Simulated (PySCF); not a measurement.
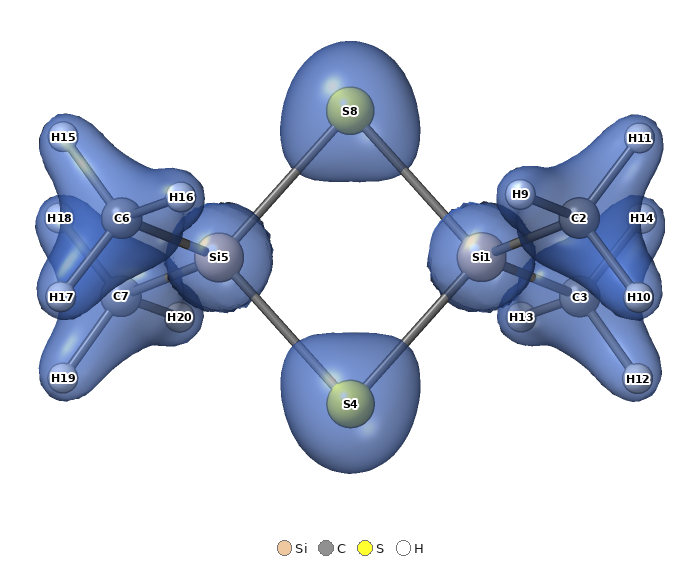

*C₄H₁₂S₂Si₂. Isosurface of the total electron density at 1 e/Å³ (blue), seen from one side.*

Geometry: PBE0-D3(BJ)/def2-SVP.

The calculation used B3LYP/def2-SVPD, SCF density, gas phase in PySCF 2.14.0.

```xyz
20

Si   -0.6293   -0.7994    0.9889
C    -1.1272   -2.5805    0.7311
C    -1.0525   -0.2198    2.7128
S     1.4652   -0.4847    0.5401
Si    0.6151    0.8047   -0.9771
C     1.0371    0.2155   -2.6976
C     1.1140    2.5863   -0.7271
S    -1.4797    0.4931   -0.5247
H    -0.8783   -2.9055   -0.2888
H    -0.6022   -3.2340    1.4461
H    -2.2121   -2.7005    0.8811
H    -0.5090   -0.8185    3.4612
H    -0.7771    0.8367    2.8419
H    -2.1330   -0.3263    2.8996
H     0.5029    0.8170   -3.4501
H     0.7518   -0.8382   -2.8250
H     2.1193    0.3113   -2.8807
H     0.6144    3.2338   -1.4652
H     2.2033    2.6973   -0.8489
H     0.8397    2.9257    0.2819
```

Question: What does this surface tell about the bonding?

Answer: At this value the surface falls into eight separate pieces. It bridges the sampled C–H (1.10 Å) contacts, where the density stays above the isovalue. It is pinched off along the sampled C–Si (1.87 Å) and Si–S (2.16 Å) contacts. On the grid the lowest density along these lines, outside the cores, is 0.82 e/Å³ (C–Si, 1.87 Å), 0.61 e/Å³ (Si–S, 2.16 Å) and 1.8 e/Å³ (C–H, 1.10 Å).
